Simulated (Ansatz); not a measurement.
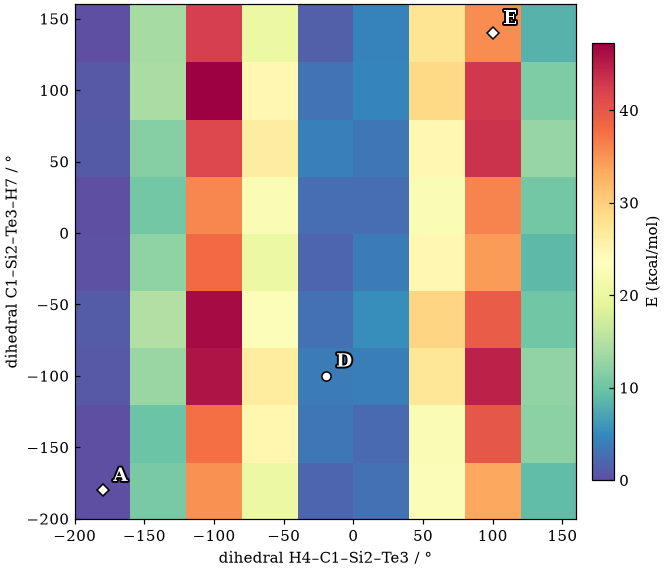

CH4SiTe, SMILES C=[SiH][TeH]. First axis: dihedral H4–C1–Si2–Te3. Second axis: dihedral C1–Si2–Te3–H7. Nothing is relaxed (all other coordinates rigid). Grid: 9 × 9 points. Energies: kcal/mol, counted from the lowest grid point. Energies and slopes of some neighbouring points disagree (a jump in structure or state, or too coarse a mesh). The restricted reference is unstable at some or all points, so the energies there are unreliable. The calculation used Ansatz 0.2.0, RHF-MP2, frozen core/def2-TZVP.

Drawn: one coloured cell a grid point, lettered points.

Question: Is D the lowest point of the computed grid?

Answer: No. D lies 3.7 kcal/mol above the lowest grid point, which is at dihedral H4–C1–Si2–Te3 = −180°, dihedral C1–Si2–Te3–H7 = −180°.

Question: Rank the lettered points by energy, lowest first.

Answer: A (0.0 kcal/mol), D (3.7 kcal/mol), E (35.6 kcal/mol).
